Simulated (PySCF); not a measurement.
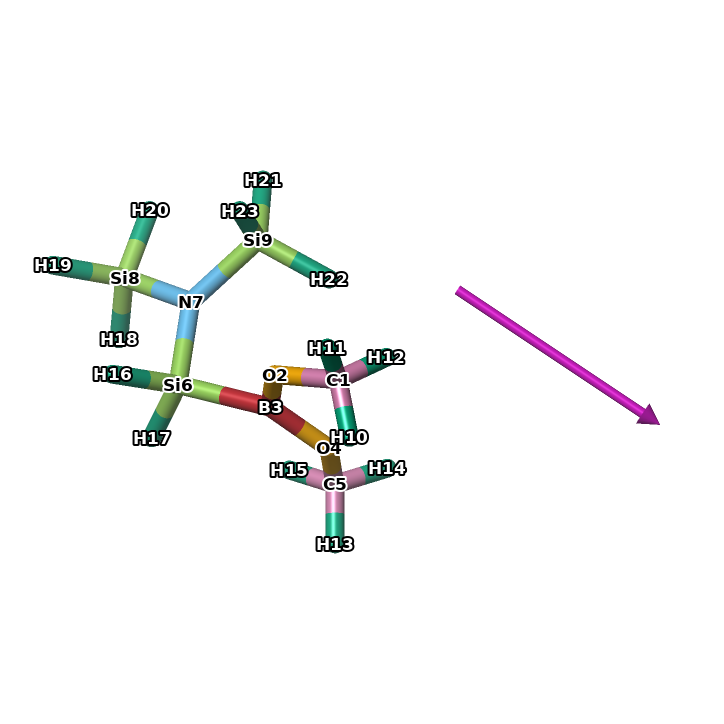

The arrow beside the molecule shows the direction of the dipole moment, from the negative to the positive end (its length means nothing). The computed structure is the end point of a GFN2-xTB optimisation. No frequency run is at hand to confirm it as a minimum. Method: PBE0/pcSseg-1, gas phase (PySCF 2.14.0).

**Estimate the dipole moment.**

2.37 D; it points from the side of H19 to the side of H13, H14 (the outermost atoms at the two ends).

The geometry is semi-empirical. Around B, Si such bond lengths and angles can be off by a tenth of an ångström or more and by several degrees, and values that hang on the shape move with them.
